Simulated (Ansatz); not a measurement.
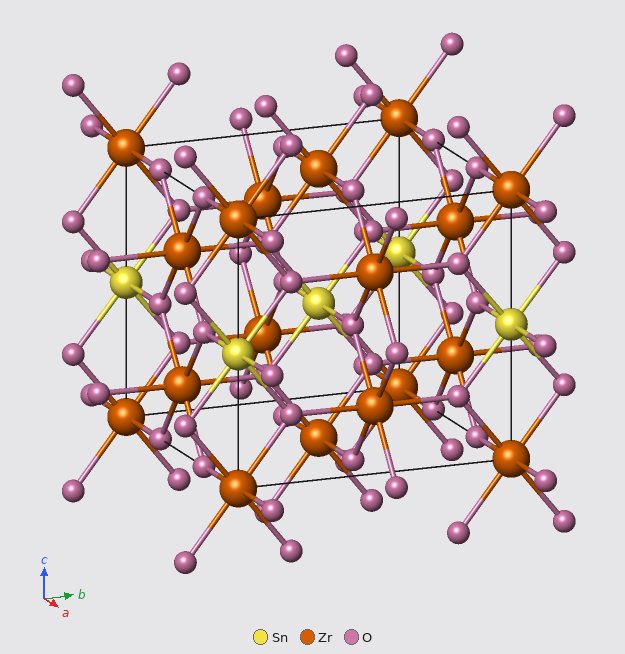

Shown here is a ball-and-stick view of the crystal, taken slightly off an axis. The conventional unit cell is outlined; an atom on or near a face, edge or corner is repeated at each equivalent position. A few atoms beyond the faces are included.

Zr3SnO8, space group Cmmm (No. 65), a = 6.831 Å, b = 6.872 Å, c = 6.489 Å, α = 90.00°, β = 90.00°, γ = 90.00°. The structure comes from a structure type filled with these elements by a generator (whether the compound takes this form wasn't checked). Earlier steps of the study may have refined or changed the cell and positions. It was the input of a calculation with Ansatz.

This one geometry was computed with Ansatz (DFT, plane waves, PAW) at five levels of theory: HSE06, r2SCAN, PBE0, PBE and PBE with spin-orbit coupling. It was relaxed beforehand with r2SCAN.

> Which level gives the highest pressure at this volume, and what does that say about its equilibrium volume?

Highest: PBE (4.2 GPa) and PBE with spin-orbit coupling (4.2 GPa), which points to the largest equilibrium volume. Lowest, with the smallest volume: HSE06 (-1.9 GPa) and PBE0 (-1.9 GPa). Levels within 0.5 GPa of each other can't be told apart.

> How does the band gap change with the level of theory?

PBE: a gap of 2.76 eV, direct; PBE with spin-orbit coupling: a gap of 2.77 eV, direct; r2SCAN: a gap of 3.33 eV, direct; HSE06: a gap of 4.39 eV, direct; PBE0: a gap of 5.14 eV, direct.

> Collect the results in a table.

| level | cutoff (eV) | k-mesh of the run's cell | gap (eV) | pressure (GPa) |
| --- | --- | --- | --- | --- |
| HSE06 | 420 | 4×4×2 | 4.39 | -1.9 |
| r2SCAN | 500 | 6×6×4 | 3.33 | 0.0 |
| PBE0 | 420 | 4×4×2 | 5.14 | -1.9 |
| PBE | 420 | 6×6×4 | 2.76 | 4.2 |
| PBE with spin-orbit coupling | 420 | 6×6×4 | 2.77 | 4.2 |

Gaps are taken on the k-mesh or band path of each run.
